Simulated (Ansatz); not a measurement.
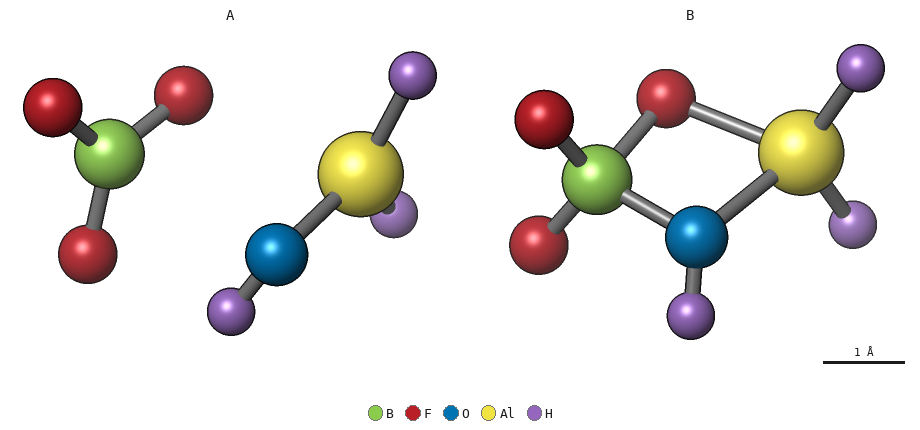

Two geometries of AlBH$_{3}$OF$_{3}$, drawn at one scale. One is the start of a relaxation, the other its converged end. A ball-and-stick model, seen face on.

These are results of RKS BLYP-D4/def2-SVP in Ansatz, not measurements. Settings: no spin polarisation; force threshold 0.03 eV/Å; at most 50 steps.

Which of the two is the end point?

Structure B is the relaxed one. The run prepares an end point of a later path (reaction) calculation, from a guessed geometry. The largest move after the best rigid fit is that of the O atom, 0.57 Å. By element the largest moves are O 0.57 Å, B 0.51 Å, F 0.44 Å, Al 0.39 Å, H 0.20 Å. Among the contacts that change: B–O 2.596 → 1.531 Å, Al–F 2.483 → 1.868 Å, Al–B 3.116 → 2.578 Å, B–F 1.357 → 1.600 Å. New bonds form, among them: Al–F (2.48 → 1.87 Å), B–O (2.60 → 1.53 Å). Bond angles that change, for instance: F–B–F 119.8° → 107.3°, O–Al–H 119.9° → 109.2°, F–B–F 119.0° → 108.6°. Groups turn about Al–O by about 45°. The energy falls by 101.4 kJ/mol in 10 accepted moves (11 points after the start). The largest force component goes from 0.77 to 0.014 eV/Å. The line search rejected the trial step at point 10 of the run.
